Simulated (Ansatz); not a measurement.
**One shape, several levels: doublet [CH7FSi2]+**

Wanted: a comparison of 6 runs (U-r2SCAN/6-31G*, U-r2SCAN0/6-31G*, UB2PLYP/6-31G*, UBLYP/6-31G*, UHSE06/6-31G*, UMP2/6-31G*) of doublet [CH7FSi2]+. 

The results are computed with Ansatz 0.2.0.

58 further runs of the same task are left out: 1 that didn't finish, 57 set aside as unsound or not needed.

## (1) The molecule

[CH7FSi2]+: 11 atoms, total charge +1, spin state doublet. SMILES of the parent species: `F[SiH2]C[SiH3]`. Geometry: relaxed at PBE0-D4/def2-TZVP. This is one conformer, not always the lowest. That shape belongs to the parent species and isn't relaxed for this state.

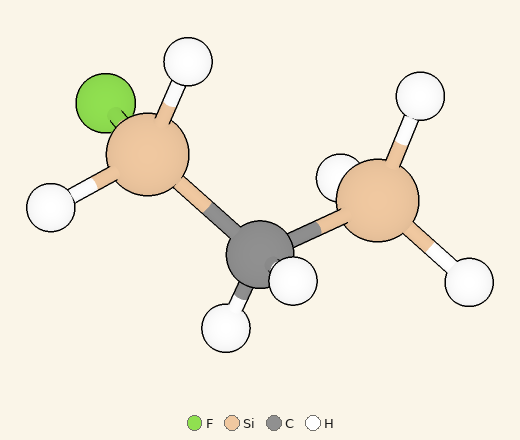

Viewed from a chosen angle; fluorine green, silicon light orange, carbon grey, hydrogen white.

## (2) The energy at U-r2SCAN/6-31G(d) (spherical functions) (run 1)

File input.yaml:

```yaml
crystal:
  periodic: [false, false, false]
  atoms:
    - symbol: F
      position_ang: [-1.629100, 1.667400, 0.202000]
    - symbol: Si
      position_ang: [-0.069200, 1.498400, 0.534400]
    - symbol: C
      position_ang: [0.349200, -0.305900, 0.605500]
    - symbol: Si
      position_ang: [-0.157200, -1.306900, -0.899700]
    - symbol: H
      position_ang: [0.694000, 2.172900, -0.545000]
    - symbol: H
      position_ang: [0.175700, 2.177500, 1.831400]
    - symbol: H
      position_ang: [1.437100, -0.385200, 0.722600]
    - symbol: H
      position_ang: [-0.101300, -0.751100, 1.498900]
    - symbol: H
      position_ang: [-1.636400, -1.388400, -0.995700]
    - symbol: H
      position_ang: [0.369900, -0.665700, -2.134100]
    - symbol: H
      position_ang: [0.392600, -2.686000, -0.812200]
basis:
  gaussian:
    orbitals: 6-31G_st_-spherical.json
total_charge: 1
magnetization:
  spin_polarized: true
  initial_magnetization: 1
hamiltonian:
  xc: {name: r2SCAN}
accuracy: high
output: {orbitals: {seedname: orbitals}}
```

The basis set 6-31G* is read from a file made from the Basis Set Exchange's data (not shown).

Launch:

```
$ ansatz run input.yaml --threads 1 --pin off --max-ram 3480MiB --events-out events.jsonl --progress --plain --runs-dir runs
```

Standard output:

```text
Warning: RAYON_NUM_THREADS=1 ignored (pool sized by the plan → 1); use --threads N
Functional definition: r2SCAN
  name "r2SCAN"
  parameter k0 = 0.174
  parameter k1 = 0.065
  parameter a1 = 4.9479
  exchange = r2scan_x(k0 = k0, k1 = k1, a1 = a1)
  correlation = r2scan_c
1847 factors; integrals over basis functions are off by at most 3.6e-9 eV
mean field evaluation 1: about -19595.6481 eV, gradient 5.6e1 eV
mean field evaluation 2: about -19526.7224 eV, gradient 1.3e2 eV
mean field evaluation 4: about -19606.3096 eV, gradient 2.2e1 eV
mean field evaluation 8: about -19609.5888 eV, gradient 2.9e0 eV
mean field evaluation 16: about -19609.6896 eV, gradient 3.7e-2 eV
mean field evaluation 32: about -19609.6896 eV, gradient 9.0e-7 eV
mean field evaluation 64: about -19608.7674 eV, gradient 1.4e1 eV
mean field -19609.68964709 eV, -720.6428026055 hartree, gradient 1.1e-8 eV, S^2 0.758001; 10 other end points of the search recorded, 0 dependent functions left out
reference -19609.68964962 eV, -720.6428026986 hartree; 25, 24 occupied and 53, 54 virtual orbitals, 1847 factors
Total energy: -19609.68964962 eV, -720.6428026986 hartree
```

Run time: 48 s. Hardware: 1 thread of Arm Neoverse V1, shared host; peak memory 0.45 GiB.

## (3) A single-point energy at U-r2SCAN0/6-31G(d) (spherical functions) (run 2)

File job.yaml:

```yaml
crystal:
  periodic: [false, false, false]
  atoms:
    - {symbol: F, position_ang: [-1.629100, 1.667400, 0.202000]}
    - {symbol: Si, position_ang: [-0.069200, 1.498400, 0.534400]}
    - {symbol: C, position_ang: [0.349200, -0.305900, 0.605500]}
    - {symbol: Si, position_ang: [-0.157200, -1.306900, -0.899700]}
    - {symbol: H, position_ang: [0.694000, 2.172900, -0.545000]}
    - {symbol: H, position_ang: [0.175700, 2.177500, 1.831400]}
    - {symbol: H, position_ang: [1.437100, -0.385200, 0.722600]}
    - {symbol: H, position_ang: [-0.101300, -0.751100, 1.498900]}
    - {symbol: H, position_ang: [-1.636400, -1.388400, -0.995700]}
    - {symbol: H, position_ang: [0.369900, -0.665700, -2.134100]}
    - {symbol: H, position_ang: [0.392600, -2.686000, -0.812200]}
basis:
  gaussian: {orbitals: 6-31G_st_-spherical.json}
total_charge: 1
magnetization: {spin_polarized: true, initial_magnetization: 1}
hamiltonian: {xc: {name: r2SCAN0}}
accuracy: high
output: {orbitals: {seedname: orbitals}}
```

The basis set 6-31G* is read from a file made from the Basis Set Exchange's data (not shown).

Launch:

```
$ ansatz run job.yaml --threads 1 --pin off --max-ram 3480MiB --events-out events.jsonl --progress --plain --runs-dir runs
```

Standard output:

```text
Warning: RAYON_NUM_THREADS=1 ignored (pool sized by the plan → 1); use --threads N
Functional definition: r2SCAN0
  name "r2SCAN0"
  parameter a = 0.25
  parameter k0 = 0.174
  parameter k1 = 0.065
  parameter a1 = 4.9479
  exchange = (1 - a)*r2scan_x(k0 = k0, k1 = k1, a1 = a1) + a*exact_x
  correlation = r2scan_c
1847 factors; integrals over basis functions are off by at most 3.6e-9 eV
mean field evaluation 1: about -19598.0622 eV, gradient 4.9e1 eV
mean field evaluation 2: about -19579.5005 eV, gradient 8.2e1 eV
mean field evaluation 4: about -19608.2848 eV, gradient 5.1e0 eV
mean field evaluation 8: about -19608.6257 eV, gradient 1.0e0 eV
mean field evaluation 16: about -19608.9208 eV, gradient 6.3e-2 eV
mean field evaluation 32: about -19608.9214 eV, gradient 1.7e-4 eV
mean field evaluation 64: about -19608.7573 eV, gradient 1.3e0 eV
mean field -19608.92143031 eV, -720.6145711595 hartree, gradient 9.5e-8 eV, S^2 0.763707; 6 other end points of the search recorded, 0 dependent functions left out
reference -19608.92143222 eV, -720.6145712298 hartree; 25, 24 occupied and 53, 54 virtual orbitals, 1847 factors
Total energy: -19608.92143222 eV, -720.6145712298 hartree
```

It took 69 s on 1 thread of Arm Neoverse V1, shared host; peak memory 0.57 GiB.

## (4) The energy at UB2PLYP/6-31G(d) (spherical functions) (run 3)

File in.yaml:

```yaml
crystal:
  periodic: [false, false, false]
  atoms:
    - {symbol: F, position_ang: [-1.629100, 1.667400, 0.202000]}
    - {symbol: Si, position_ang: [-0.069200, 1.498400, 0.534400]}
    - {symbol: C, position_ang: [0.349200, -0.305900, 0.605500]}
    - {symbol: Si, position_ang: [-0.157200, -1.306900, -0.899700]}
    - {symbol: H, position_ang: [0.694000, 2.172900, -0.545000]}
    - {symbol: H, position_ang: [0.175700, 2.177500, 1.831400]}
    - {symbol: H, position_ang: [1.437100, -0.385200, 0.722600]}
    - {symbol: H, position_ang: [-0.101300, -0.751100, 1.498900]}
    - {symbol: H, position_ang: [-1.636400, -1.388400, -0.995700]}
    - {symbol: H, position_ang: [0.369900, -0.665700, -2.134100]}
    - {symbol: H, position_ang: [0.392600, -2.686000, -0.812200]}
basis:
  gaussian:
    orbitals: 6-31G_st_-spherical.json
magnetization:
  spin_polarized: true
  initial_magnetization: 1
accuracy: high
total_charge: 1
output:
  orbitals: {seedname: orbitals}
hamiltonian:
  xc: {name: B2PLYP}
correlation:
  frozen_orbitals: {C: 1, F: 1, H: 0, Si: 5}
```

The basis set 6-31G* is read from a file made from the Basis Set Exchange's data (not shown).

Launch:

```
$ ansatz run in.yaml --threads 1 --pin off --max-ram 3480MiB --events-out events.jsonl --progress --plain --runs-dir runs
```

Standard output, shortened:

```text
Warning: RAYON_NUM_THREADS=1 ignored (pool sized by the plan → 1); use --threads N
Functional definition: B2PLYP
  name "B2PLYP"
[...]
1847 factors; integrals over basis functions are off by at most 3.6e-9 eV
[...]
mean field -19597.75604962 eV, -720.2042509873 hartree, gradient 6.3e-8 eV, S^2 0.764091; 8 other end points of the search recorded, 0 dependent functions left out
12 core orbitals not correlated: weight in the atoms' cores, before any rotation towards them, 1.000 or more for the frozen orbitals, at most 0.000 for the correlated occupied ones
reference -19597.75607770 eV, -720.2042520194 hartree; 13, 12 occupied and 53, 54 virtual orbitals, 1847 factors
second order -15.10851520 eV of doubles, -0.00000000 eV of singles
Total energy: -19601.83537681 eV, -720.3541634964 hartree
```

It took 35 s on 1 thread of Arm Neoverse V1, shared host; peak memory 0.52 GiB.

Runs 4 to 5 aren't shown in full; the table further down has their settings and results.

## (5) The energy at UMP2/6-31G(d) (spherical functions) (run 6)

File run.yaml:

```yaml
crystal:
  periodic: [false, false, false]
  atoms:
    - {symbol: F, position_ang: [-1.629100, 1.667400, 0.202000]}
    - {symbol: Si, position_ang: [-0.069200, 1.498400, 0.534400]}
    - {symbol: C, position_ang: [0.349200, -0.305900, 0.605500]}
    - {symbol: Si, position_ang: [-0.157200, -1.306900, -0.899700]}
    - {symbol: H, position_ang: [0.694000, 2.172900, -0.545000]}
    - {symbol: H, position_ang: [0.175700, 2.177500, 1.831400]}
    - {symbol: H, position_ang: [1.437100, -0.385200, 0.722600]}
    - {symbol: H, position_ang: [-0.101300, -0.751100, 1.498900]}
    - {symbol: H, position_ang: [-1.636400, -1.388400, -0.995700]}
    - {symbol: H, position_ang: [0.369900, -0.665700, -2.134100]}
    - {symbol: H, position_ang: [0.392600, -2.686000, -0.812200]}
basis:
  gaussian: {orbitals: 6-31G_st_-spherical.json}
total_charge: 1
magnetization: {spin_polarized: true, initial_magnetization: 1}
correlation: {method: mp2, frozen_orbitals: {C: 1, F: 1, H: 0, Si: 5}}
accuracy: high
```

The basis set 6-31G* is read from a file made from the Basis Set Exchange's data (not shown).

Launch:

```
$ ansatz run run.yaml --threads 1 --pin off --max-ram 3480MiB --events-out events.jsonl --progress --plain --runs-dir runs
```

Standard output, shortened:

```text
Warning: RAYON_NUM_THREADS=1 ignored (pool sized by the plan → 1); use --threads N
Functional definition: HF
  name "HF"
[...]
1847 factors; integrals over basis functions are off by at most 3.6e-9 eV
[...]
mean field -19561.95529663 eV, -718.8885975816 hartree, gradient 3.0e-8 eV, S^2 0.769520; 5 other end points of the search recorded, 0 dependent functions left out
12 core orbitals not correlated: weight in the atoms' cores, before any rotation towards them, 1.000 or more for the frozen orbitals, at most 0.000 for the correlated occupied ones
reference -19561.95529663 eV, -718.8885975816 hartree; 13, 12 occupied and 53, 54 virtual orbitals, 1847 factors
second order -11.99282479 eV of doubles, -0.00000000 eV of singles
Total energy: -19573.94812142 eV, -719.3293257638 hartree
```

Wall time 7.2 s (1 thread of Arm Neoverse V1, shared host); peak memory 0.28 GiB.

## (6) The series

```
run                                   level  frozen core orbitals  energy (Eh)  HOMO energy (eV)  LUMO energy (eV)   ⟨S²⟩  wall time
  1   U-r2SCAN/6-31G* (spherical functions)                     –  -720.642803            -13.65            -13.44  0.758       48 s
  2  U-r2SCAN0/6-31G* (spherical functions)                     –  -720.614571            -14.94            -12.84  0.764       69 s
  3    UB2PLYP/6-31G* (spherical functions)                    12  -720.354163            -15.99            -11.66  0.764       35 s
  4      UBLYP/6-31G* (spherical functions)                     –  -720.716564            -13.17                 –  0.753       23 s
  5     UHSE06/6-31G* (spherical functions)                     –  -720.346390            -14.29            -13.24  0.758       38 s
  6       UMP2/6-31G* (spherical functions)                    12  -719.329326                 –                 –  0.770      7.2 s
```

## (7) Outcome

| quantity | value |
| --- | --- |
| run 6: total energy | -719.32933 Eh |
| run 6: correlation energy (12 core orbitals frozen) | -440.7 mEh |
| run 6: ⟨S²⟩ of the reference determinant | 0.770 |

In words: Totals of different functionals can't be ranked against each other. All runs together took 3.6 min, the longest 69 s.
